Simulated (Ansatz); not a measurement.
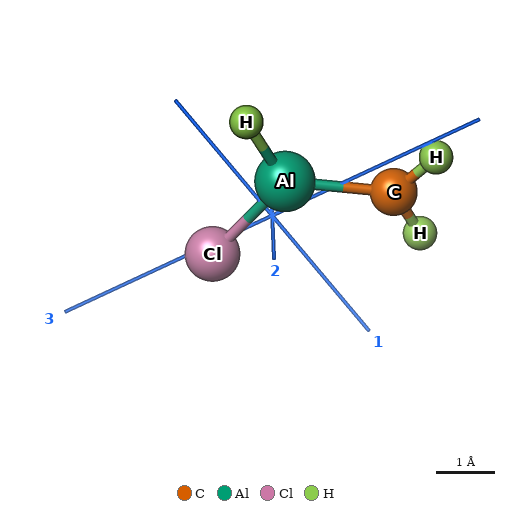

The three principal axes of inertia are drawn and numbered. Depth is shown by fading: the farther an atom, the more it takes the colour of the background. Charge 0, doublet. The geometry was computed by an optimisation with PBE0-D4/def2-TZVP. No frequency run is at hand to confirm it as a minimum. Masses are those of the most abundant isotopes; constants are for the rigid equilibrium geometry.

**Which line is the a axis (least moment of inertia), which b and which c?**

a is line 3, b is line 1, c is line 2; the moments are 23.5, 138, 162 u Å².

**What kind of rotor is it, and what are its rotational constants in cm⁻¹?**

An asymmetric top (Cs): A = 0.717, B = 0.122, C = 0.104 cm⁻¹. Ray's parameter κ is −0.94, close to the prolate limit.
